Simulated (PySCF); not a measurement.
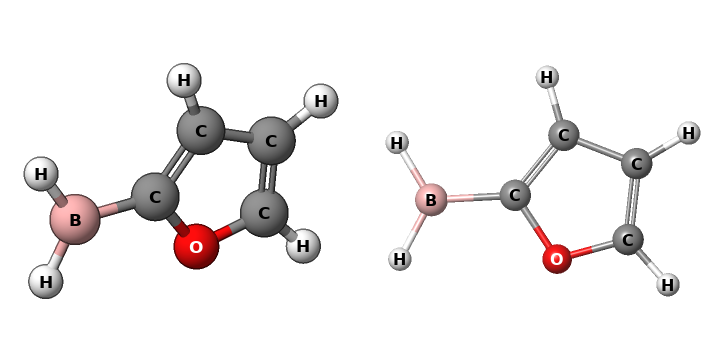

The same structure drawn twice, from different directions.

Which formula does it have?

Answer. C4H5BO, 11 atoms: 4 carbon, 5 hydrogen, 1 boron and 1 oxygen.

Give a SMILES string for it.

Answer. Bc1ccco1

Describe its rings.

Answer. Independent rings (smallest set): 1 of 5 members, 1 of them aromatic.

Name some functional groups or characteristic bonds that it holds.

Answer. Among them: B–H bond.

More results for the same structure follow; atom numbers are the same in all pictures, views and colours differ. The computed structure is the end point of a PBE0-D3(BJ)/def2-SVP optimisation. No frequency run is at hand to confirm it as a minimum.

### Symmetry

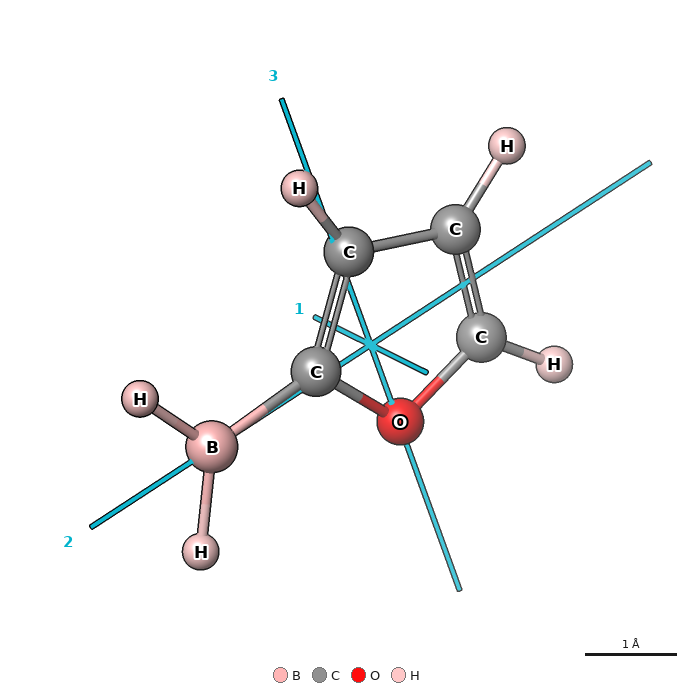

The three principal axes of inertia are drawn and numbered. Atoms fade into the background with distance from the viewer. No frequency run is at hand to confirm it as a minimum. Masses are those of the most abundant isotopes; constants are for the rigid equilibrium geometry.

Which line is the a axis (least moment of inertia), which b and which c?

Answer. a is line 2, b is line 3, c is line 1; the moments are 56.5, 134, 191 u Å².

What kind of rotor is it, and what are its rotational constants in cm⁻¹?

Answer. An asymmetric top (Cs): A = 0.298, B = 0.125, C = 0.0883 cm⁻¹. Ray's parameter κ is −0.65, nearer the prolate limit.

### Dipole moment

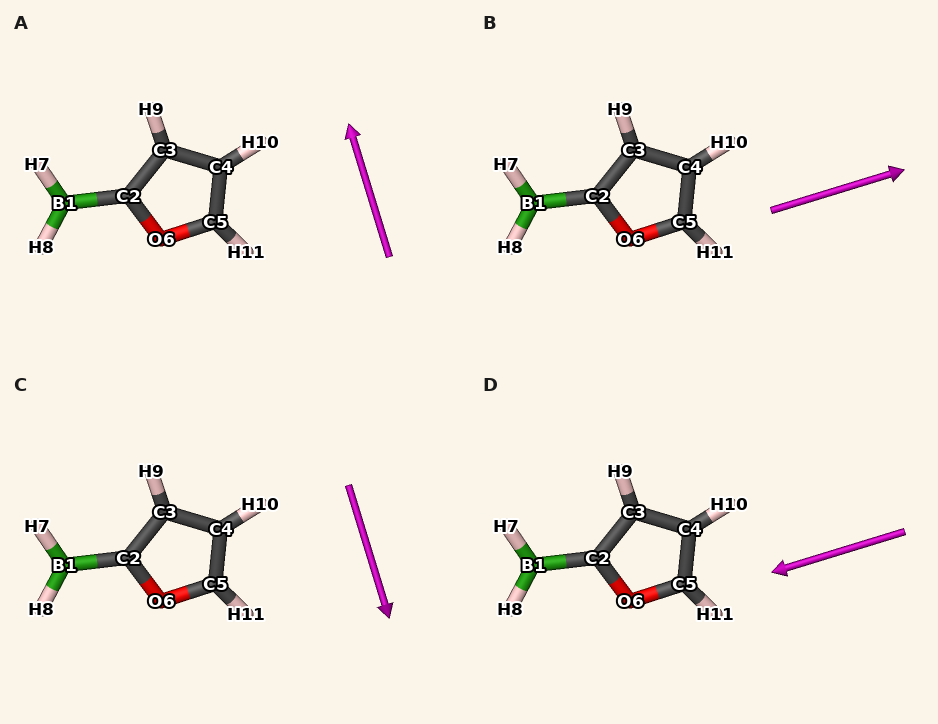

The same molecule four times, each with an arrow. No frequency run is at hand to confirm it as a minimum. Properties computed with BLYP/pcSseg-2, gas phase (PySCF 2.14.0).

Which arrow points along the dipole moment, from the negative to the positive end?

Answer. B. The dipole moment is 2.53 D; it points from the side of H8 to the side of H10 (the outermost atoms at the two ends).

### Levels of theory compared

No frequency run is at hand to confirm it as a minimum. Program: PySCF 2.14.0.

Compare HOMO–LUMO gap (eV), HOMO energy (eV) at these levels: B3LYP/pcSseg-2; B97-D/pcSseg-2; BLYP/pcSseg-2; BP86/pcSseg-2; KT2/pcSseg-2; KT3/pcSseg-2; LDA/pcSseg-2; OPBE/pcSseg-2; PBE/pcSseg-2.

```
         level  HOMO–LUMO gap (eV)  HOMO energy (eV)
B3LYP/pcSseg-2                4.90             −7.04
B97-D/pcSseg-2                3.56             −6.22
 BLYP/pcSseg-2                3.50             −6.16
 BP86/pcSseg-2                3.53             −6.42
  KT2/pcSseg-2                3.51             −6.29
  KT3/pcSseg-2                3.54             −6.27
  LDA/pcSseg-2                3.49             −6.57
 OPBE/pcSseg-2                3.58             −6.28
  PBE/pcSseg-2                3.52             −6.34
```

### NMR shielding

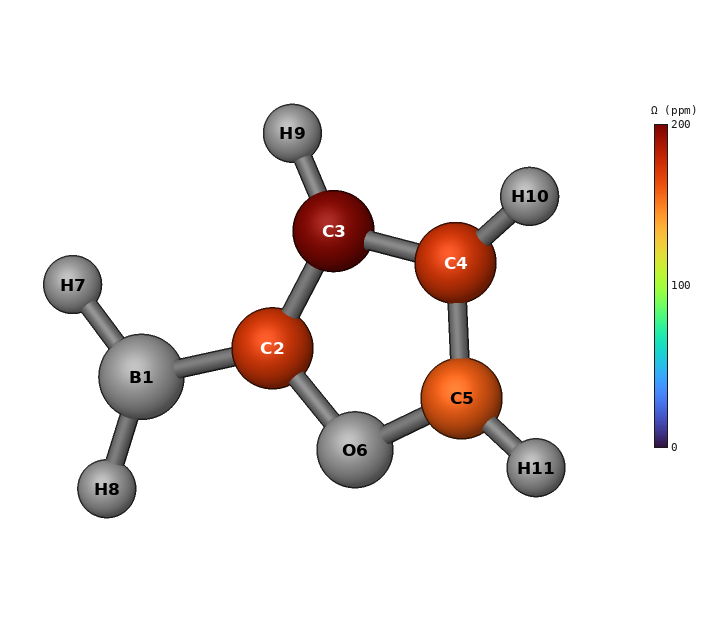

The C atoms are coloured by the span of their shielding tensor. No frequency run is at hand to confirm it as a minimum. Properties computed with GIAO B97-D/pcSseg-2 NMR shielding, non-relativistic, gas phase (PySCF 2.14.0). Principal shieldings σ11 ≤ σ22 ≤ σ33, span Ω = σ33 − σ11, skew κ = 3(σiso − σ22)/Ω.

Which C atom has the most anisotropic shielding?

Answer. C3, with a span of 196 ppm.

Give the shielding tensors of the C atoms.

| atom | σ11 | σ22 | σ33 | σiso | Ω | κ |
| --- | --- | --- | --- | --- | --- | --- |
| C2 | −78.8 | 4.7 | 93.0 | 6.3 | 171.8 | 0.03 |
| C3 | −50.7 | 20.7 | 145.6 | 38.5 | 196.3 | 0.27 |
| C4 | −20.8 | 57.3 | 151.3 | 62.6 | 172.0 | 0.09 |
| C5 | −59.6 | 33.1 | 99.2 | 24.2 | 158.8 | −0.17 |

Shieldings and span in ppm.
